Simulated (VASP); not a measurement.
Shape and ions are relaxed at each volume.

Energy against volume of Mg₃Sb₂ (a-la2o3). The numbers are results of AM05 GGA, VASP's PBE PAW potentials (set 64) (plane waves; VASP), not measurements.

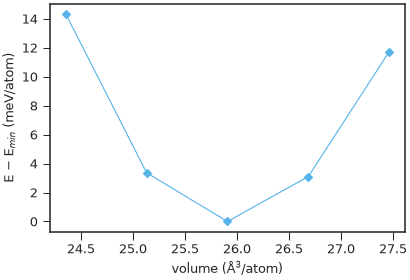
Energy against volume

Q: Estimate the equilibrium volume and the bulk modulus.

A: The minimum lies near 25.9 Å³/atom, and the curvature gives B0 of about 44 GPa.

The compound is Mg3Sb2 in the a-la2o3 structure. It was relaxed first.
